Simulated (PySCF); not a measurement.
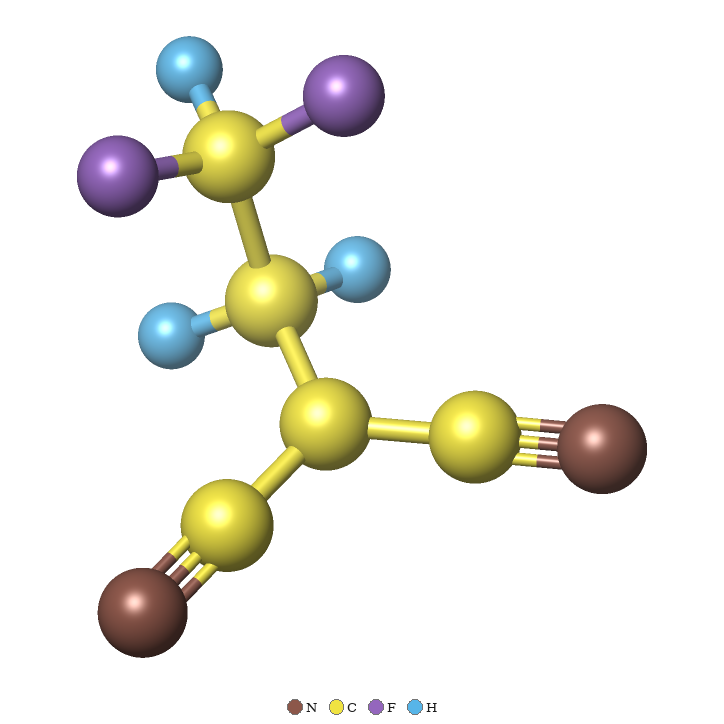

A ball-and-stick model of a molecule.

State: charge −1, singlet. The geometry was computed by an optimisation with GFN2-xTB. No frequency run is at hand to confirm it as a minimum.

**Give the formula.**

C5H3F2N2(-), 12 atoms: 5 carbon, 3 hydrogen, 2 fluorine and 2 nitrogen.

**Count the bonded pairs by element.**

4 C–C, 3 C–H, 2 C–N, 2 C–F.

**Does it have rings?**

It has no ring.

**Name some functional groups or characteristic bonds that it holds.**

Among them: nitrile, C–F bond.

**Give a SMILES string for it.**

N#C[C-](C#N)CC(F)F

The parts below concern this one geometry. Atoms keep their numbers from picture to picture.

**Symmetry**

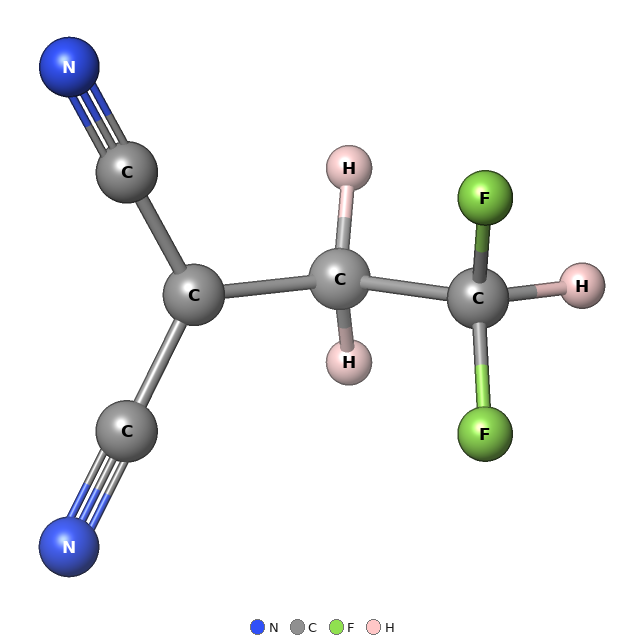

Distant atoms are faded towards the background colour. No frequency run is at hand to confirm it as a minimum.

**Which symmetry elements does this geometry have?**

It has 1 mirror plane, so the point group is Cs. The group has 2 operations. The geometry is achiral, and symmetry allows a dipole moment.

**NMR shielding**

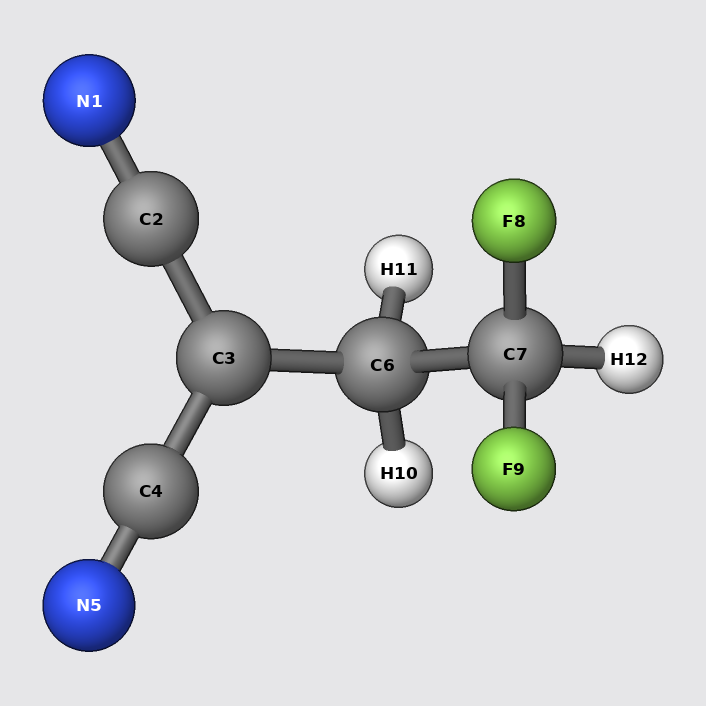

No frequency run is at hand to confirm it as a minimum. Method: GIAO PBE0/pcSseg-1 NMR shielding, non-relativistic, gas phase (PySCF 2.14.0). Principal shieldings σ11 ≤ σ22 ≤ σ33, span Ω = σ33 − σ11, skew κ = 3(σiso − σ22)/Ω.

Give the shielding tensors of the N atoms.

```json
{"atom": "N1, N5", "σ11": "−196.2", "σ22": "−54.5", "σ33": "169.7", "σiso": "−27.0", "Ω": "365.9", "κ": "0.23"}
```

Shieldings and span in ppm.

**Electronic properties**

No frequency run is at hand to confirm it as a minimum. Level of theory: PBE0/def2-SVPD, gas phase (PySCF 2.14.0).

**Give the mean static polarisability at this level.**

80.9 bohr³.

**Give the HOMO energy (Kohn–Sham orbital) at this level.**

−1.07 eV.

**Charges**

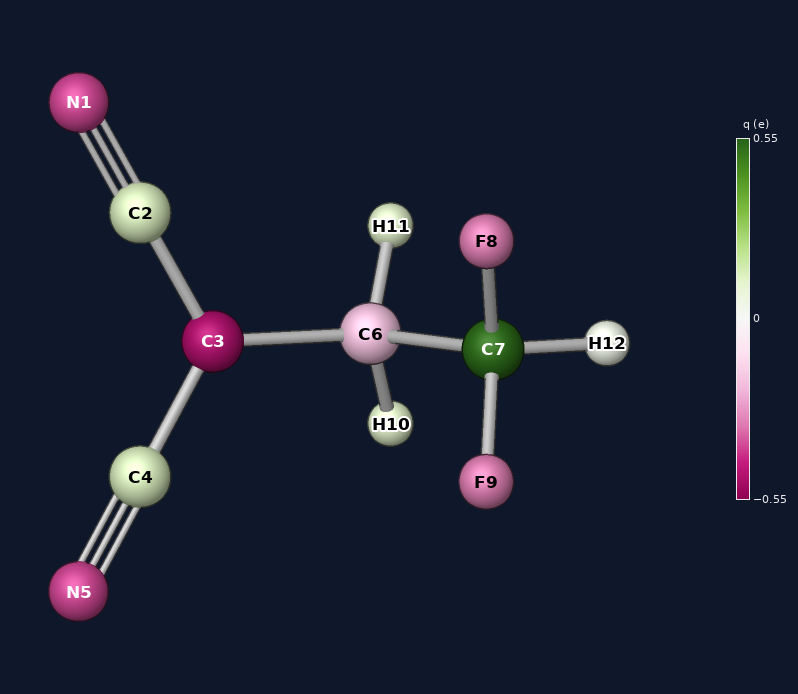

Atoms are coloured by their Mulliken charges. No frequency run is at hand to confirm it as a minimum. Properties computed with PBE0/pcSseg-1, gas phase (PySCF 2.14.0).

Give the Mulliken charges atom by atom.

```csv
atom,value (e)
N1,−0.39
C2,0.13
C3,−0.48
C4,0.13
N5,−0.39
C6,−0.18
C7,0.53
F8,−0.31
F9,−0.31
H10,0.11
H11,0.11
H12,0.04
```

Mulliken values depend strongly on the basis set and can even reverse the polarity of a bond.
